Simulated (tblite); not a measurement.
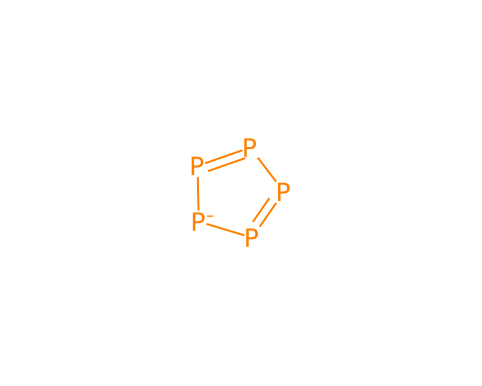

Source: calculation with tblite.

Skeletal drawing of a molecule. State: charge −1, singlet.

Write the SMILES.

Answer. p1pp[p-]p1

Give the formula, hydrogens included.

Answer. P5, charge -1.

An optimisation with GFN2-xTB gave a structure of which point group?

Answer. D5h.
